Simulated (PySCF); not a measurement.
C6H14NPSi

Input

```
{"job": {"kind": "nmr", "xc": "PBE0", "basis": "pcSseg-1"}, "charge": 0, "multiplicity": 1}
C     -2.315679    -0.016356    -1.173071
C     -1.330336    -0.079731     0.000211
C     -2.000106    -0.744649     1.207256
C     -0.872338     1.328472     0.371821
N     -0.146346    -0.868594    -0.326591
P      1.017582    -0.259709    -1.449743
C      2.430245    -1.299749    -0.985447
C      2.513595    -0.161913    -0.331308
Si     3.473238     0.800830     0.945382
H     -1.828240     0.433235    -2.036920
H     -2.647767    -1.016656    -1.446229
H     -3.187249     0.578607    -0.911188
H     -2.336540    -1.747891     0.952606
H     -2.860378    -0.164242     1.530295
H     -1.293280    -0.816055     2.030250
H     -0.426190     1.814810    -0.494842
H     -0.125911     1.276236     1.160759
H     -1.714396     1.924372     0.714243
H     -0.409919    -1.826712    -0.539514
H      2.908100    -2.241599    -1.149557
H      4.702091     1.278330     0.308123
H      3.780978    -0.093384     2.064940
H      2.664095     1.929332     1.410064
```

Command:

```sh
OMP_NUM_THREADS=1 python probes_run.py task.json out
```

Geometry: GFN2-xTB.

These are results of PBE0/pcSseg-1, SCF density, gas phase, non-relativistic (PySCF 2.14.0), not measurements.

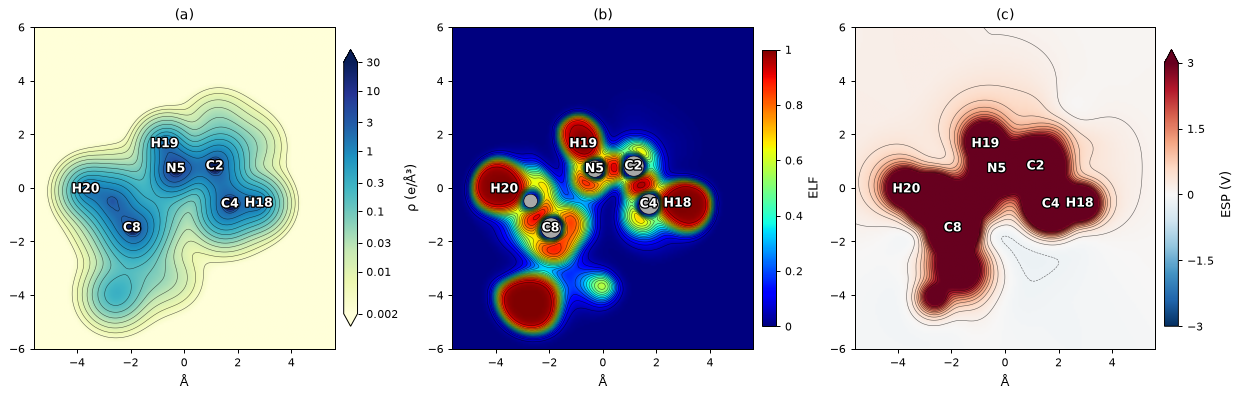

Figure 1. (a) total electron density; (b) electron localisation function; (c) molecular electrostatic potential on the plane of atoms C2, N5 and H19. Grey discs cover the atomic cores in the ELF map.

**Read the bonding off the picture.**

- Atoms in the plane: C, N and H.
- C–N (1.46 Å): ρ at the midpoint is about 1.9 e/Å³; the ELF peaks at about 0.90 between the atoms (localised, covalent bonding).
- N–H (1.02 Å): ρ at the midpoint is about 2.8 e/Å³; the ELF climbs to about 1 towards the hydrogen, as it does in any bond to H: an ordinary covalent bond to hydrogen.
- The potential has no marked negative region in this plane.

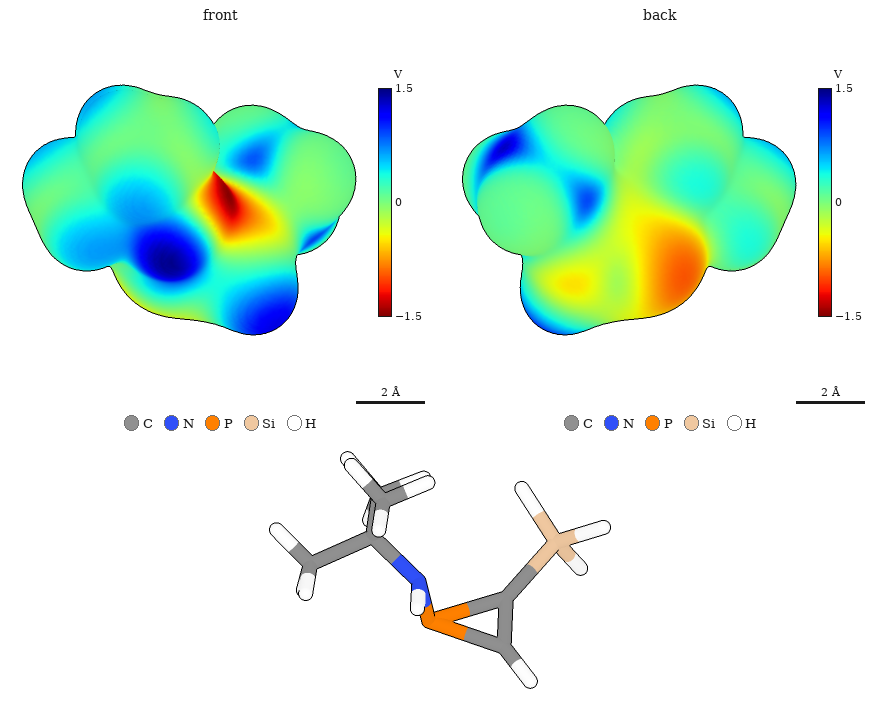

Figure 2. The electrostatic potential painted on the density surface at 0.002 e/bohr³, seen from the front and from behind; the colour scale runs from red (negative) to blue (positive). The bare structure is drawn below in the same view.

**Where is the surface potential most negative and most positive?**

The most negative region (about −1.4 V) lies over N5, the most positive (about +1.4 V) over H19. N5 is the likeliest acceptor of a hydrogen bond.

**How polar is the molecule by this calculation?**

Its dipole moment is 1.11 D.
